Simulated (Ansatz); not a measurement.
## Molecular dynamics, with input and output: SiN$_{2}$H$_{8}$O (part 1 of 3)

- system: SiN$_{2}$H$_{8}$O
- method: RKS PBE0-D4/6-31G* (Ansatz 0.2.0)

It belongs to a series of runs on one base structure; here: dynamics from the highest image of the converged band. Figures and captions count atoms from 1; the log counts them from 0 in places.

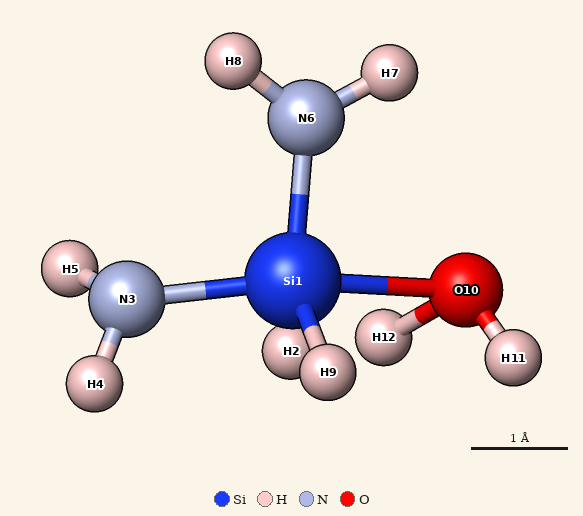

**Figure 1.** The starting structure (ball-and-stick view, seen at a tilt; atoms are numbered from 1 in the order of the input).

Key numbers:

```tsv
quantity	value
outcome	finished
mean temperature over the second half	1346 K
trajectory	200 steps, 100 fs
ensemble	nve
temperature in the input	100.0 K
time step	0.5 fs
potential energy (last step)	−13026.5061 eV
mean-field energy (last step)	−13026.3590 eV
largest force (length of the vector) (last step)	2.414 eV/Å
hardware	1 thread of Arm Neoverse V1, 24 GiB of memory available, shared host
wall time	12 min
peak memory	0.15 GiB
```

Notes:

So short a trajectory is not equilibrated.

Input file:
```yaml
crystal:
  periodic: [false, false, false]
  atoms:
    - { symbol: Si, position_ang: [-0.231561, 0.06395, -0.226991] }
    - { symbol: H, position_ang: [0.066843, -0.01594, 1.547398] }
    - { symbol: "N", position_ang: [1.481136, 0.223762, -0.515639] }
    - { symbol: H, position_ang: [2.012436, -0.632179, -0.609795] }
    - { symbol: H, position_ang: [2.017322, 0.911721, -0.001475] }
    - { symbol: "N", position_ang: [-0.795466, 1.574487, -0.764308] }
    - { symbol: H, position_ang: [-1.743559, 1.881342, -0.616126] }
    - { symbol: H, position_ang: [-0.227554, 2.177753, -1.338304] }
    - { symbol: H, position_ang: [-0.398404, -1.272398, -0.876722] }
    - { symbol: O, position_ang: [-1.908797, -0.174592, 0.707875] }
    - { symbol: H, position_ang: [-2.232659, -1.081445, 0.599396] }
    - { symbol: H, position_ang: [-0.913937, -0.156659, 1.488191] }
basis:
  gaussian: { orbitals: "6-31G*" }
hamiltonian:
  xc: pbe0
  dispersion: d4
md:
  timestep: 0.5
  n_steps: 200
  ensemble: nve
  temperature: 100.0
  initial_velocities: maxwell_boltzmann
  seed: 10344
```

Launch command:
```bash
ansatz run input.yaml --threads 1 --pin off --max-ram 2048MiB --backend cpu --events-out ev --progress --plain --runs-dir out
```

Log:
```
Engine: ansatz 0.2.0, aarch64-unknown-linux-gnu
Functional definition: PBE0
  parameter a = 0.25
  parameter kappa = 0.804
  parameter beta = 0.06672455060314922
  exchange = (1 - a)*pbe_x(kappa = kappa, mu = beta*pi^2/3) + a*exact_x
  correlation = pbe_c(beta = beta)
909 factors; integrals over basis functions are off by at most 5.8e-4 eV
mean field evaluation 1: about -13013.1439 eV, gradient 7.9e1 eV
mean field evaluation 2: about -12998.9369 eV, gradient 1.1e2 eV
mean field evaluation 4: about -13024.6335 eV, gradient 5.3e0 eV
mean field evaluation 8: about -13024.7059 eV, gradient 4.8e-2 eV
mean field -13024.70592948 eV, -478.6491144457 hartree, gradient 6.9e-5 eV, S^2 0.000000; 0 other end points of the search recorded, 0 dependent functions left out
the calculation of the forces begins
reference -13024.70595294 eV, -478.6491153076 hartree; 22, 22 occupied and 58, 58 virtual orbitals, 909 factors
md step     0: t =     0.00 fs  T =   100.0 K  F+E_penalty+E_count = -13024.88812125 eV  E_kin = 0.129260 eV  conserved = -13024.75886125 eV  (24 SCF iters)
these checks for a lower state are left out or cut short: starts, cluster_reference, orbital_swaps, neighbouring_geometries, increment
909 factors; integrals over basis functions are off by at most 5.8e-4 eV
mean field evaluation 16: about -13024.6820 eV, gradient 1.6e-3 eV
mean field -13024.70165441 eV, -478.6489573397 hartree, gradient 7.4e-6 eV, S^2 0.000000; 0 other end points of the search recorded, 0 dependent functions left out
the calculation of the forces begins
reference -13024.70167787 eV, -478.6489582017 hartree; 22, 22 occupied and 58, 58 virtual orbitals, 909 factors
md step     1: t =     0.50 fs  T =    96.5 K  F+E_penalty+E_count = -13024.88347701 eV  E_kin = 0.124761 eV  conserved = -13024.75871634 eV  (30 SCF iters)
[... from here on the SCF iterations and repeated set-up lines of each step are left out, up to the last step ...]
md step     2: t =     1.00 fs  T =    87.5 K  F+E_penalty+E_count = -13024.87152840 eV  E_kin = 0.113134 eV  conserved = -13024.75839433 eV  (29 SCF iters)
md step     3: t =     1.50 fs  T =    76.7 K  F+E_penalty+E_count = -13024.85723828 eV  E_kin = 0.099200 eV  conserved = -13024.75803829 eV  (24 SCF iters)
md step     4: t =     2.00 fs  T =    68.4 K  F+E_penalty+E_count = -13024.84615582 eV  E_kin = 0.088370 eV  conserved = -13024.75778611 eV  (24 SCF iters)
md step     5: t =     2.50 fs  T =    65.4 K  F+E_penalty+E_count = -13024.84223924 eV  E_kin = 0.084515 eV  conserved = -13024.75772433 eV  (24 SCF iters)
md step     6: t =     3.00 fs  T =    68.5 K  F+E_penalty+E_count = -13024.84646830 eV  E_kin = 0.088601 eV  conserved = -13024.75786701 eV  (24 SCF iters)
md step     7: t =     3.50 fs  T =    76.2 K  F+E_penalty+E_count = -13024.85661785 eV  E_kin = 0.098464 eV  conserved = -13024.75815402 eV  (24 SCF iters)
md step     8: t =     4.00 fs  T =    84.9 K  F+E_penalty+E_count = -13024.86821297 eV  E_kin = 0.109743 eV  conserved = -13024.75847003 eV  (30 SCF iters)
md step     9: t =     4.50 fs  T =    91.1 K  F+E_penalty+E_count = -13024.87636955 eV  E_kin = 0.117693 eV  conserved = -13024.75867665 eV  (29 SCF iters)
md step    10: t =     5.00 fs  T =    92.3 K  F+E_penalty+E_count = -13024.87796696 eV  E_kin = 0.119305 eV  conserved = -13024.75866230 eV  (30 SCF iters)
md step    11: t =     5.50 fs  T =    88.9 K  F+E_penalty+E_count = -13024.87335259 eV  E_kin = 0.114951 eV  conserved = -13024.75840143 eV  (30 SCF iters)
md step    12: t =     6.00 fs  T =    84.1 K  F+E_penalty+E_count = -13024.86668700 eV  E_kin = 0.108698 eV  conserved = -13024.75798868 eV  (29 SCF iters)
md step    13: t =     6.50 fs  T =    82.6 K  F+E_penalty+E_count = -13024.86441527 eV  E_kin = 0.106798 eV  conserved = -13024.75761759 eV  (29 SCF iters)
md step    14: t =     7.00 fs  T =    88.8 K  F+E_penalty+E_count = -13024.87228686 eV  E_kin = 0.114808 eV  conserved = -13024.75747877 eV  (23 SCF iters)
md step    15: t =     7.50 fs  T =   104.3 K  F+E_penalty+E_count = -13024.89246679 eV  E_kin = 0.134827 eV  conserved = -13024.75763966 eV  (30 SCF iters)
md step    16: t =     8.00 fs  T =   127.3 K  F+E_penalty+E_count = -13024.92252662 eV  E_kin = 0.164528 eV  conserved = -13024.75799821 eV  (29 SCF iters)
md step    17: t =     8.50 fs  T =   153.7 K  F+E_penalty+E_count = -13024.95698990 eV  E_kin = 0.198637 eV  conserved = -13024.75835291 eV  (25 SCF iters)
md step    18: t =     9.00 fs  T =   179.4 K  F+E_penalty+E_count = -13024.99040301 eV  E_kin = 0.231873 eV  conserved = -13024.75852956 eV  (30 SCF iters)
md step    19: t =     9.50 fs  T =   202.4 K  F+E_penalty+E_count = -13025.02003951 eV  E_kin = 0.261569 eV  conserved = -13024.75847070 eV  (30 SCF iters)
md step    20: t =    10.00 fs  T =   223.3 K  F+E_penalty+E_count = -13025.04686534 eV  E_kin = 0.288625 eV  conserved = -13024.75824007 eV  (29 SCF iters)
md step    21: t =    10.50 fs  T =   245.0 K  F+E_penalty+E_count = -13025.07462707 eV  E_kin = 0.316660 eV  conserved = -13024.75796715 eV  (29 SCF iters)
md step    22: t =    11.00 fs  T =   270.9 K  F+E_penalty+E_count = -13025.10787943 eV  E_kin = 0.350105 eV  conserved = -13024.75777420 eV  (29 SCF iters)
md step    23: t =    11.50 fs  T =   303.5 K  F+E_penalty+E_count = -13025.15004727 eV  E_kin = 0.392318 eV  conserved = -13024.75772883 eV  (29 SCF iters)
md step    24: t =    12.00 fs  T =   343.8 K  F+E_penalty+E_count = -13025.20228994 eV  E_kin = 0.444455 eV  conserved = -13024.75783535 eV  (29 SCF iters, 3 dispersion substeps)
md step    25: t =    12.50 fs  T =   390.9 K  F+E_penalty+E_count = -13025.26335320 eV  E_kin = 0.505298 eV  conserved = -13024.75805492 eV  (29 SCF iters, 3 dispersion substeps)
md step    26: t =    13.00 fs  T =   442.3 K  F+E_penalty+E_count = -13025.33010102 eV  E_kin = 0.571766 eV  conserved = -13024.75833542 eV  (29 SCF iters, 3 dispersion substeps)
md step    27: t =    13.50 fs  T =   494.9 K  F+E_penalty+E_count = -13025.39833484 eV  E_kin = 0.639721 eV  conserved = -13024.75861433 eV  (29 SCF iters, 3 dispersion substeps)
md step    28: t =    14.00 fs  T =   545.4 K  F+E_penalty+E_count = -13025.46383521 eV  E_kin = 0.705031 eV  conserved = -13024.75880393 eV  (29 SCF iters, 3 dispersion substeps)
md step    29: t =    14.50 fs  T =   591.8 K  F+E_penalty+E_count = -13025.52375966 eV  E_kin = 0.764950 eV  conserved = -13024.75880993 eV  (28 SCF iters, 3 dispersion substeps)
md step    30: t =    15.00 fs  T =   634.0 K  F+E_penalty+E_count = -13025.57805472 eV  E_kin = 0.819450 eV  conserved = -13024.75860457 eV  (29 SCF iters, 3 dispersion substeps)
md step    31: t =    15.50 fs  T =   674.2 K  F+E_penalty+E_count = -13025.62982134 eV  E_kin = 0.871534 eV  conserved = -13024.75828777 eV  (29 SCF iters, 3 dispersion substeps)
md step    32: t =    16.00 fs  T =   716.2 K  F+E_penalty+E_count = -13025.68379084 eV  E_kin = 0.925742 eV  conserved = -13024.75804916 eV  (30 SCF iters, 3 dispersion substeps)
md step    33: t =    16.50 fs  T =   762.4 K  F+E_penalty+E_count = -13025.74348779 eV  E_kin = 0.985446 eV  conserved = -13024.75804145 eV  (29 SCF iters, 3 dispersion substeps)
md step    34: t =    17.00 fs  T =   812.8 K  F+E_penalty+E_count = -13025.80893510 eV  E_kin = 1.050660 eV  conserved = -13024.75827555 eV  (29 SCF iters, 3 dispersion substeps)
md step    35: t =    17.50 fs  T =   864.8 K  F+E_penalty+E_count = -13025.87647046 eV  E_kin = 1.117846 eV  conserved = -13024.75862434 eV  (24 SCF iters, 3 dispersion substeps)
md step    36: t =    18.00 fs  T =   914.2 K  F+E_penalty+E_count = -13025.94064482 eV  E_kin = 1.181726 eV  conserved = -13024.75891888 eV  (29 SCF iters, 3 dispersion substeps)
md step    37: t =    18.50 fs  T =   957.6 K  F+E_penalty+E_count = -13025.99680934 eV  E_kin = 1.237767 eV  conserved = -13024.75904230 eV  (29 SCF iters, 3 dispersion substeps)
md step    38: t =    19.00 fs  T =   993.4 K  F+E_penalty+E_count = -13026.04296918 eV  E_kin = 1.284008 eV  conserved = -13024.75896132 eV  (29 SCF iters, 3 dispersion substeps)
md step    39: t =    19.50 fs  T =  1022.5 K  F+E_penalty+E_count = -13026.08037124 eV  E_kin = 1.321663 eV  conserved = -13024.75870851 eV  (29 SCF iters, 3 dispersion substeps)
md step    40: t =    20.00 fs  T =  1048.0 K  F+E_penalty+E_count = -13026.11301261 eV  E_kin = 1.354647 eV  conserved = -13024.75836586 eV  (29 SCF iters, 3 dispersion substeps)
md step    41: t =    20.50 fs  T =  1074.0 K  F+E_penalty+E_count = -13026.14628940 eV  E_kin = 1.388223 eV  conserved = -13024.75806642 eV  (29 SCF iters, 3 dispersion substeps)
md step    42: t =    21.00 fs  T =  1103.9 K  F+E_penalty+E_count = -13026.18483979 eV  E_kin = 1.426870 eV  conserved = -13024.75796958 eV  (29 SCF iters, 3 dispersion substeps)
md step    43: t =    21.50 fs  T =  1138.7 K  F+E_penalty+E_count = -13026.23008370 eV  E_kin = 1.471916 eV  conserved = -13024.75816767 eV  (29 SCF iters, 3 dispersion substeps)
md step    44: t =    22.00 fs  T =  1176.2 K  F+E_penalty+E_count = -13026.27888603 eV  E_kin = 1.520297 eV  conserved = -13024.75858873 eV  (29 SCF iters, 3 dispersion substeps)
md step    45: t =    22.50 fs  T =  1211.3 K  F+E_penalty+E_count = -13026.32472422 eV  E_kin = 1.565711 eV  conserved = -13024.75901290 eV  (29 SCF iters, 3 dispersion substeps)
md step    46: t =    23.00 fs  T =  1239.2 K  F+E_penalty+E_count = -13026.36106082 eV  E_kin = 1.601851 eV  conserved = -13024.75920933 eV  (29 SCF iters, 3 dispersion substeps)
md step    47: t =    23.50 fs  T =  1257.8 K  F+E_penalty+E_count = -13026.38489271 eV  E_kin = 1.625823 eV  conserved = -13024.75906980 eV  (29 SCF iters, 3 dispersion substeps)
md step    48: t =    24.00 fs  T =  1268.6 K  F+E_penalty+E_count = -13026.39842042 eV  E_kin = 1.639761 eV  conserved = -13024.75865965 eV  (29 SCF iters, 3 dispersion substeps)
md step    49: t =    24.50 fs  T =  1276.4 K  F+E_penalty+E_count = -13026.40802671 eV  E_kin = 1.649845 eV  conserved = -13024.75818146 eV  (29 SCF iters, 3 dispersion substeps)
md step    50: t =    25.00 fs  T =  1286.7 K  F+E_penalty+E_count = -13026.42111208 eV  E_kin = 1.663231 eV  conserved = -13024.75788068 eV  (29 SCF iters, 3 dispersion substeps)
md step    51: t =    25.50 fs  T =  1303.1 K  F+E_penalty+E_count = -13026.44232094 eV  E_kin = 1.684400 eV  conserved = -13024.75792093 eV  (29 SCF iters, 3 dispersion substeps)
md step    52: t =    26.00 fs  T =  1325.1 K  F+E_penalty+E_count = -13026.47111373 eV  E_kin = 1.712847 eV  conserved = -13024.75826632 eV  (25 SCF iters, 3 dispersion substeps)
md step    53: t =    26.50 fs  T =  1348.8 K  F+E_penalty+E_count = -13026.50219629 eV  E_kin = 1.743475 eV  conserved = -13024.75872084 eV  (29 SCF iters, 3 dispersion substeps)
md step    54: t =    27.00 fs  T =  1369.0 K  F+E_penalty+E_count = -13026.52857731 eV  E_kin = 1.769555 eV  conserved = -13024.75902277 eV  (27 SCF iters, 3 dispersion substeps)
md step    55: t =    27.50 fs  T =  1382.2 K  F+E_penalty+E_count = -13026.54557741 eV  E_kin = 1.786572 eV  conserved = -13024.75900568 eV  (28 SCF iters, 3 dispersion substeps)
md step    56: t =    28.00 fs  T =  1388.4 K  F+E_penalty+E_count = -13026.55337894 eV  E_kin = 1.794679 eV  conserved = -13024.75869979 eV  (28 SCF iters, 3 dispersion substeps)
md step    57: t =    28.50 fs  T =  1391.2 K  F+E_penalty+E_count = -13026.55658265 eV  E_kin = 1.798276 eV  conserved = -13024.75830656 eV  (27 SCF iters, 3 dispersion substeps)
md step    58: t =    29.00 fs  T =  1395.0 K  F+E_penalty+E_count = -13026.56118539 eV  E_kin = 1.803144 eV  conserved = -13024.75804132 eV  (28 SCF iters, 3 dispersion substeps)
md step    59: t =    29.50 fs  T =  1402.8 K  F+E_penalty+E_count = -13026.57127646 eV  E_kin = 1.813279 eV  conserved = -13024.75799725 eV  (28 SCF iters, 3 dispersion substeps)
md step    60: t =    30.00 fs  T =  1415.4 K  F+E_penalty+E_count = -13026.58764949 eV  E_kin = 1.829543 eV  conserved = -13024.75810628 eV  (28 SCF iters, 3 dispersion substeps)
md step    61: t =    30.50 fs  T =  1431.5 K  F+E_penalty+E_count = -13026.60867448 eV  E_kin = 1.850410 eV  conserved = -13024.75826405 eV  (27 SCF iters, 3 dispersion substeps)
md step    62: t =    31.00 fs  T =  1449.4 K  F+E_penalty+E_count = -13026.63186350 eV  E_kin = 1.873454 eV  conserved = -13024.75840983 eV  (28 SCF iters, 3 dispersion substeps)
md step    63: t =    31.50 fs  T =  1467.1 K  F+E_penalty+E_count = -13026.65487742 eV  E_kin = 1.896354 eV  conserved = -13024.75852381 eV  (28 SCF iters, 3 dispersion substeps)
md step    64: t =    32.00 fs  T =  1483.3 K  F+E_penalty+E_count = -13026.67592845 eV  E_kin = 1.917342 eV  conserved = -13024.75858603 eV  (27 SCF iters, 3 dispersion substeps)
md step    65: t =    32.50 fs  T =  1497.4 K  F+E_penalty+E_count = -13026.69411586 eV  E_kin = 1.935550 eV  conserved = -13024.75856633 eV  (28 SCF iters, 3 dispersion substeps)
md step    66: t =    33.00 fs  T =  1509.7 K  F+E_penalty+E_count = -13026.70984422 eV  E_kin = 1.951390 eV  conserved = -13024.75845471 eV  (28 SCF iters, 3 dispersion substeps)
md step    67: t =    33.50 fs  T =  1521.4 K  F+E_penalty+E_count = -13026.72490524 eV  E_kin = 1.966612 eV  conserved = -13024.75829333 eV  (28 SCF iters, 3 dispersion substeps)
md step    68: t =    34.00 fs  T =  1534.6 K  F+E_penalty+E_count = -13026.74180292 eV  E_kin = 1.983641 eV  conserved = -13024.75816198 eV  (28 SCF iters, 3 dispersion substeps)
md step    69: t =    34.50 fs  T =  1550.7 K  F+E_penalty+E_count = -13026.76255197 eV  E_kin = 2.004428 eV  conserved = -13024.75812432 eV  (28 SCF iters, 3 dispersion substeps)
md step    70: t =    35.00 fs  T =  1570.1 K  F+E_penalty+E_count = -13026.78773745 eV  E_kin = 2.029551 eV  conserved = -13024.75818644 eV  (25 SCF iters, 3 dispersion substeps)
md step    71: t =    35.50 fs  T =  1592.2 K  F+E_penalty+E_count = -13026.81639031 eV  E_kin = 2.058072 eV  conserved = -13024.75831855 eV  (28 SCF iters, 3 dispersion substeps)
md step    72: t =    36.00 fs  T =  1615.3 K  F+E_penalty+E_count = -13026.84638978 eV  E_kin = 2.087893 eV  conserved = -13024.75849686 eV  (28 SCF iters, 3 dispersion substeps)
md step    73: t =    36.50 fs  T =  1637.1 K  F+E_penalty+E_count = -13026.87485245 eV  E_kin = 2.116160 eV  conserved = -13024.75869204 eV  (28 SCF iters, 3 dispersion substeps)
md step    74: t =    37.00 fs  T =  1655.5 K  F+E_penalty+E_count = -13026.89867890 eV  E_kin = 2.139850 eV  conserved = -13024.75882846 eV  (27 SCF iters, 3 dispersion substeps)
md step    75: t =    37.50 fs  T =  1668.7 K  F+E_penalty+E_count = -13026.91575157 eV  E_kin = 2.156939 eV  conserved = -13024.75881272 eV  (27 SCF iters, 3 dispersion substeps)
md step    76: t =    38.00 fs  T =  1677.0 K  F+E_penalty+E_count = -13026.92633456 eV  E_kin = 2.167715 eV  conserved = -13024.75861952 eV  (27 SCF iters, 3 dispersion substeps)
md step    77: t =    38.50 fs  T =  1682.7 K  F+E_penalty+E_count = -13026.93343772 eV  E_kin = 2.175107 eV  conserved = -13024.75833035 eV  (27 SCF iters, 3 dispersion substeps)
md step    78: t =    39.00 fs  T =  1689.2 K  F+E_penalty+E_count = -13026.94155732 eV  E_kin = 2.183467 eV  conserved = -13024.75809067 eV  (28 SCF iters, 3 dispersion substeps)
md step    79: t =    39.50 fs  T =  1699.2 K  F+E_penalty+E_count = -13026.95443691 eV  E_kin = 2.196410 eV  conserved = -13024.75802695 eV  (28 SCF iters, 3 dispersion substeps)
md step    80: t =    40.00 fs  T =  1713.5 K  F+E_penalty+E_count = -13026.97308004 eV  E_kin = 2.214891 eV  conserved = -13024.75818903 eV  (28 SCF iters, 3 dispersion substeps)
md step    81: t =    40.50 fs  T =  1730.2 K  F+E_penalty+E_count = -13026.99497144 eV  E_kin = 2.236447 eV  conserved = -13024.75852432 eV  (28 SCF iters, 3 dispersion substeps)
md step    82: t =    41.00 fs  T =  1745.3 K  F+E_penalty+E_count = -13027.01491464 eV  E_kin = 2.256025 eV  conserved = -13024.75888944 eV  (28 SCF iters, 3 dispersion substeps)
md step    83: t =    41.50 fs  T =  1754.8 K  F+E_penalty+E_count = -13027.02729073 eV  E_kin = 2.268191 eV  conserved = -13024.75909976 eV  (27 SCF iters, 3 dispersion substeps)
md step    84: t =    42.00 fs  T =  1756.1 K  F+E_penalty+E_count = -13027.02892483 eV  E_kin = 2.269908 eV  conserved = -13024.75901640 eV  (28 SCF iters, 3 dispersion substeps)
md step    85: t =    42.50 fs  T =  1750.4 K  F+E_penalty+E_count = -13027.02117518 eV  E_kin = 2.262529 eV  conserved = -13024.75864590 eV  (28 SCF iters, 3 dispersion substeps)
md step    86: t =    43.00 fs  T =  1741.9 K  F+E_penalty+E_count = -13027.00974212 eV  E_kin = 2.251560 eV  conserved = -13024.75818249 eV  (27 SCF iters, 3 dispersion substeps)
md step    87: t =    43.50 fs  T =  1735.8 K  F+E_penalty+E_count = -13027.00165762 eV  E_kin = 2.243743 eV  conserved = -13024.75791437 eV  (28 SCF iters, 3 dispersion substeps)
md step    88: t =    44.00 fs  T =  1735.2 K  F+E_penalty+E_count = -13027.00094880 eV  E_kin = 2.242931 eV  conserved = -13024.75801772 eV  (27 SCF iters, 3 dispersion substeps)
md step    89: t =    44.50 fs  T =  1738.8 K  F+E_penalty+E_count = -13027.00601237 eV  E_kin = 2.247596 eV  conserved = -13024.75841643 eV  (25 SCF iters, 3 dispersion substeps)
md step    90: t =    45.00 fs  T =  1742.1 K  F+E_penalty+E_count = -13027.01074087 eV  E_kin = 2.251890 eV  conserved = -13024.75885101 eV  (28 SCF iters, 3 dispersion substeps)
md step    91: t =    45.50 fs  T =  1740.2 K  F+E_penalty+E_count = -13027.00842301 eV  E_kin = 2.249346 eV  conserved = -13024.75907714 eV  (27 SCF iters, 3 dispersion substeps)
md step    92: t =    46.00 fs  T =  1730.2 K  F+E_penalty+E_count = -13026.99549160 eV  E_kin = 2.236484 eV  conserved = -13024.75900768 eV  (28 SCF iters, 3 dispersion substeps)
md step    93: t =    46.50 fs  T =  1713.0 K  F+E_penalty+E_count = -13026.97295084 eV  E_kin = 2.214235 eV  conserved = -13024.75871592 eV  (27 SCF iters, 3 dispersion substeps)
md step    94: t =    47.00 fs  T =  1691.9 K  F+E_penalty+E_count = -13026.94532706 eV  E_kin = 2.186970 eV  conserved = -13024.75835676 eV  (28 SCF iters, 3 dispersion substeps)
md step    95: t =    47.50 fs  T =  1671.2 K  F+E_penalty+E_count = -13026.91826392 eV  E_kin = 2.160176 eV  conserved = -13024.75808773 eV  (28 SCF iters, 3 dispersion substeps)
md step    96: t =    48.00 fs  T =  1654.0 K  F+E_penalty+E_count = -13026.89602476 eV  E_kin = 2.138011 eV  conserved = -13024.75801371 eV  (28 SCF iters, 3 dispersion substeps)
md step    97: t =    48.50 fs  T =  1641.4 K  F+E_penalty+E_count = -13026.87982847 eV  E_kin = 2.121676 eV  conserved = -13024.75815218 eV  (29 SCF iters, 3 dispersion substeps)
md step    98: t =    49.00 fs  T =  1631.7 K  F+E_penalty+E_count = -13026.86756977 eV  E_kin = 2.109142 eV  conserved = -13024.75842741 eV  (29 SCF iters, 3 dispersion substeps)
md step    99: t =    49.50 fs  T =  1621.8 K  F+E_penalty+E_count = -13026.85501794 eV  E_kin = 2.096319 eV  conserved = -13024.75869905 eV  (28 SCF iters, 3 dispersion substeps)
```
